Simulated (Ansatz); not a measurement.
Band structure of V (Im-3m, 1 atom in the cell).

```
V
1.0
   -1.52818     1.52818     1.52818
    1.52818    -1.52818     1.52818
    1.52818     1.52818    -1.52818
V
1
Direct
  0.00000   0.00000   0.00000
```

Method of the run: PBE (plane waves, PAW; Ansatz, a quantum-chemistry and plane-wave program).

Settings: basis.ecutwfc = 420 eV; kpoints.mp_grid.grid = 20 20 20; hamiltonian.xc = pbe; hamiltonian.pseudopotentials = {kind: paw} (the program's default PAW files); scf.occupations.method = gaussian; scf.occupations.width = 0.136 eV; kpoints.band_path.npoints = 8.

The starting cell comes from a database of computed structures (which also holds hypothetical and non-ambient phases and stackings), without a prior relaxation at this level. Its lattice was rescaled by a random factor within 2.5 % of one. Spin polarisation is off.

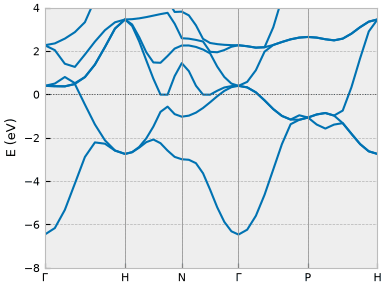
Figure: Bands along the path, energies from the Fermi level.

Levels in eV from the Fermi level, bands 3 to 10:
| point | 3 | 4 | 5 | 6 | 7 | 8 | 9 | 10 |
|---|---|---|---|---|---|---|---|---|
| Γ | -37.15 | -37.15 | -6.46 | 0.39 | 0.39 | 0.39 | 2.27 | 2.27 |
| H | -37.67 | -37.67 | -2.75 | -2.75 | 3.46 | 3.46 | 3.46 | 9.67 |
| N | -37.39 | -37.16 | -2.99 | -1.03 | 1.44 | 2.25 | 2.59 | 3.82 |
| P | -37.52 | -37.52 | -1.07 | -1.07 | -1.07 | 2.65 | 2.65 | 9.82 |

Bands cross the Fermi level along this path, so the cell is metallic at this level.

Keys are those of Ansatz 0.2.
